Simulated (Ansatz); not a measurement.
# A failed many-body run on NbInO4 (P2/c)

What is wrong with this input for NbInO4 (P2/c)?

Main program and level: Ansatz 0.2.0; G0W0 on r2SCAN, plane waves, PAW.

## Step 1: Set-up

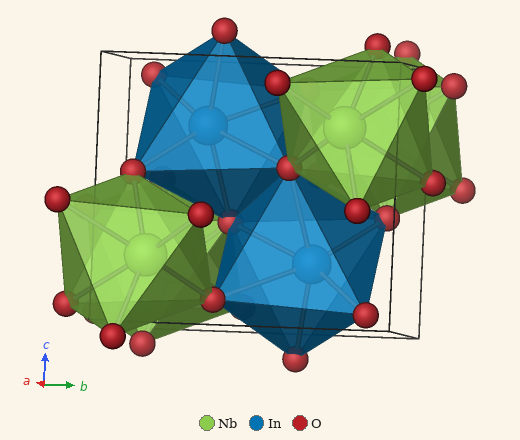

The starting structure, seen slightly off an axis (niobium green, indium blue, oxygen red). Some periodic images of atoms are drawn too.

As a file:

```cif
data_structure
_symmetry_space_group_name_H-M 'P 1'
_symmetry_Int_Tables_number 1
_cell_length_a 4.8355
_cell_length_b 5.7709
_cell_length_c 5.1440
_cell_angle_alpha 90.000
_cell_angle_beta 91.130
_cell_angle_gamma 90.000
_cell_volume 143.52
loop_
_atom_site_label
_atom_site_type_symbol
_atom_site_fract_x
_atom_site_fract_y
_atom_site_fract_z
_atom_site_occupancy
Nb1 Nb 0.00000 0.17790 0.25000 1
Nb2 Nb 0.00000 0.82210 0.75000 1
In3 In 0.50000 0.68250 0.25000 1
In4 In 0.50000 0.31750 0.75000 1
O5 O 0.26000 0.61800 0.90100 1
O6 O 0.74000 0.61800 0.59900 1
O7 O 0.74000 0.38200 0.09900 1
O8 O 0.26000 0.38200 0.40100 1
O9 O 0.21700 0.89800 0.43800 1
O10 O 0.78300 0.89800 0.06200 1
O11 O 0.78300 0.10200 0.56200 1
O12 O 0.21700 0.10200 0.93800 1
```

The cell and positions come from the Crystallography Open Database and are kept as given unless a step says otherwise. The default PAW set here is soft_2. Its files were made with PBE.

## Step 2: First try

input.yaml

```yaml
crystal:
  lattice:
    - [4.8355, 0.0, 0.0]
    - [0.0, 5.7709, 0.0]
    - [-0.1014445258, 0.0, 5.1429996119]
  atoms:
    - { symbol: Nb, position: [0.0, 0.1779, 0.25] }
    - { symbol: Nb, position: [0.0, 0.8221, 0.75] }
    - { symbol: In, position: [0.5, 0.6825, 0.25] }
    - { symbol: In, position: [0.5, 0.3175, 0.75] }
    - { symbol: O, position: [0.26, 0.618, 0.901] }
    - { symbol: O, position: [0.74, 0.618, 0.599] }
    - { symbol: O, position: [0.74, 0.382, 0.099] }
    - { symbol: O, position: [0.26, 0.382, 0.401] }
    - { symbol: O, position: [0.217, 0.898, 0.438] }
    - { symbol: O, position: [0.783, 0.898, 0.062] }
    - { symbol: O, position: [0.783, 0.102, 0.562] }
    - { symbol: O, position: [0.217, 0.102, 0.938] }
kpoints:
  mp_grid: { grid: [2, 2, 2] }
hamiltonian:
  xc: r2scan
scf:
  occupations: { method: fixed }
gw:
  n_empty_bands: 100000
  ecut_chi: 80
  qp_bands: [v4, c4]
  qp_kpoints: band_edges
  screening: { model: contour_deformation }
```

On the command line:

```sh
ansatz run input.yaml --threads 24 --pin off --max-ram 82944MiB --backend cuda --events-out ev --progress --plain --runs-dir out --devices 1 --max-vram 78GiB
```

Numbers of over 12 decimals in the logs are rounded to 6 here.

Output:

```text
Error: inconsistent input (gw.n_empty_bands, basis.ecutwfc): the count of 100050 bands up to the last of gw.n_empty_bands exceeds the smallest per-k basis n_pw = 3622 of the GW NSCF pass (the SCF k-mesh) (at k = [0.000000, -0.500000, 0.000000] in reciprocal lattice vectors) — raise basis.ecutwfc, or ask for fewer bands where the run can do with them
```

Run time: 0.12 s. Hardware: 24 threads of Arm Neoverse V2, shared host; peak memory 0.053 GiB.

**What went wrong?**

The input was rejected at the start.

The program's message: “Error: inconsistent input (gw.n_empty_bands, basis.ecutwfc): the count of 100050 bands up to the last of gw.n_empty_bands exceeds the smallest per-k basis n_pw = 3622 of the GW NSCF pass (the SCF k-me …”

The fault: more bands than plane waves. A basis holds no more bands than it has plane waves.

## Step 3: A better input

G0W0 replaces the xc potential by the self-energy, built once from these orbitals. Only a window of levels is corrected, while the sums run over the empty bands that the input names.

input.yaml, as its differences from that of step 2:

```diff
@@ -25,4 +25,4 @@
 gw:
-  n_empty_bands: 100000
-  ecut_chi: 80
+  n_empty_bands: 306
+  ecut_chi: 96
   qp_bands: [v4, c4]
```

Output:

```text
GPUs: using 1 of 1 available (devices: 1).
[...]
Crystal: 12 atoms, lattice volume = 143.516 Å³
Basis set: ecut = 500 eV, 3649 PW (Γ), exchange–correlation on 144×180×160 points (64 copies of the dense FFT grid, shifted against one another)
Bands: 62, of which v1, the nominal top of the filled ones, is band 50 counted from 1 (49 counted from 0)
Symmetry: 4 space group operations
[...]
k-points: 8
[...]
SCF iter   1: F=—  HF=-24908.787455 eV  |F-HF|=—  |Δ(HF+E_count)|=         —  Δρ=1.66e-2  dr2=5.15e-1  dr2_τ=7.21e-1  ethr=1.77e-3  ⟨swp⟩=5.0  Hψ=1685  notcnv=0  defer=76
[...]
SCF iter   8: F=-24908.839368 eV  HF=-24908.839368 eV  |F-HF|=1.52e-9  |Δ(HF+E_count)|=   7.74e-8  Δρ=3.76e-6  dr2=2.98e-8  dr2_τ=2.18e-9  ethr=1.00e-10  ⟨swp⟩=9.5  Hψ=1694  notcnv=0
SCF 1 converged in 8 iterations: F = -24908.839368 eV  dr2 = 2.98e-8
[...]
SCF converged after 8 iterations
[...]
0    54     13.2444   -14.1062    -4.9857   -20.2631  0.7799    14.4348    14.4156  root
     1    47      8.2003   -26.0298     4.6635   -21.2458  0.7548     8.0797     8.0800  root
     1    48      8.2003   -26.0298     4.6635   -21.2458  0.7548     8.0797     8.0800  root
     1    49      8.3857   -26.5130     4.6296   -21.7852  0.7570     8.2874     8.2875  root
     1    50      8.3857   -26.5130     4.6296   -21.7852  0.7570     8.2874     8.2875  root
     1    51     12.5527   -13.3600    -4.6110   -18.9804  0.7978    13.5733    13.5620  root
     1    52     12.5527   -13.3600    -4.6110   -18.9804  0.7978    13.5733    13.5620  root
     1    53     13.1746   -14.0307    -4.9725   -20.1608  0.7785    14.3512    14.3321  root
[...]
7    51     13.1269   -13.2957    -5.1125   -19.4933  0.7858    14.2280    14.2119  root
     7    52     13.1269   -13.2957    -5.1125   -19.4933  0.7858    14.2280    14.2119  root
     7    53     13.1610   -13.9519    -4.9303   -19.9994  0.7827    14.2954    14.2782  root
     7    54     13.1610   -13.9519    -4.9303   -19.9994  0.7827    14.2954    14.2782  root
```

Run time: 3.2 s. Hardware: 1 × NVIDIA GB200 (shared by 2 runs) with 24 threads; peak memory 1.8 GiB; 13 s of CPU time.

Numbers from this step:

- bands summed: 356
- RPA ε∞ on this mesh (eigenvalues): 4.469, 4.605, 4.860
- plane waves in the screening matrix: 295
- q-points in the mesh: 8
- G0W0 gap on the mesh: 5.029 eV
- k of the valence top: 0, -0.5, 0
- k of the conduction bottom: 0, -0.5, 0
- starting gap on the mesh: 3.908 eV
- Z at the valence top: 0.7583
- Z at the conduction bottom: 0.7923
- least direct G0W0 gap on the computed points: 5.029 eV

The gap on the mesh goes from 3.91 eV to 5.03 eV, a correction of +1.12 eV, though a band edge has moved to another state.

## Step 4: Results

```
first try  : refused after 0.12 s
better run : G0W0 gap on the mesh 5.03 eV (2×2×2 mesh, 306 empty bands, screening to 96 eV)
```

The second run differs in: empty bands and screening cutoff (eV). Bands and cutoff are finite, so the gap is not at the basis limit. The miss can reach some tenths of an eV and take either sign; the mesh is an error of its own. The 2×2×2 mesh is coarse for this cell (its supercell is 10 Å along the shortest edge). The RPA ε∞ on it, from the r2SCAN start, is 4.47, 4.60 and 4.86; such meshes misread the long-range screening, most where the gap is narrow. The many-body steps are scalar-relativistic: spin-orbit coupling is not in them.

[Paths, hosts, dates, memory and timing lines, banners, echoed tables and standing remarks are left out of the program output.]

[Logs are printed without paths, hosts, clocks, repeated set-up lines and the standing remarks that a program may print on its own settings, such as how far it seeks lower states.]

[Runs of the session that timed out or met a known fault of the program may be left out.]

[Cells called generated may have been cut or substituted from an entry of the Crystallography Open Database or the Materials Project.]

[Hosts, paths, dates, database ids (printed as entryN), source tags and the programs' standing remarks are cut or masked in the printed files.]
